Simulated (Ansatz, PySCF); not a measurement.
Breaking the Si2–N1 bond in H5NSi (SMILES N[SiH3]) (multiplicity 1 held, fragments rigid). Energies count from the point at 1.724 Å.
Geometry at that point (charge 0, multiplicity 1):
```xyz
7

N      1.1401    -0.0792    -0.1102
Si    -0.5733     0.0471     0.0303
H      1.7367     0.6014     0.3334
H      1.5818    -0.9850    -0.1282
H     -1.1412    -0.2861     1.3661
H     -0.9523     1.4463    -0.2735
H     -1.1795    -0.8820    -0.9509
```

R- and RO- levels are restricted; in cc, def2 and unpolarised 6-31G sets they are followed outwards from rest. U- levels take the lowest unrestricted solution at each point, which mixes spins at long bonds. Active spaces are followed from a long bond inwards. Curves can end on different states.

Frozen-core correlation. Rows in 6-31G* carry no dispersion term and start afresh at each structure (6-31G* with six Cartesian d functions).

The values were computed with Ansatz (Gaussian basis) for Hartree–Fock, density functionals and correlated methods; PySCF for 6-31G* rows. Each number belongs to the level named beside it.

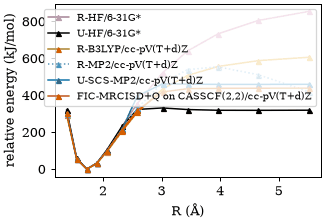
Figure: Relative energy along the coordinate

Read off the U-HF/6-31G* curve at R = 5.516.

about 320 kJ/mol

Doubts at one or more of the structures used: a restricted determinant that unrestricted orbitals would lower (R-HF/6-31G*, R-B3LYP/cc-pV(T+d)Z, R-MP2/cc-pV(T+d)Z); a spin-contaminated determinant (U-HF/6-31G*, U-SCS-MP2/cc-pV(T+d)Z).

Ansatz is a quantum-chemistry and plane-wave program.
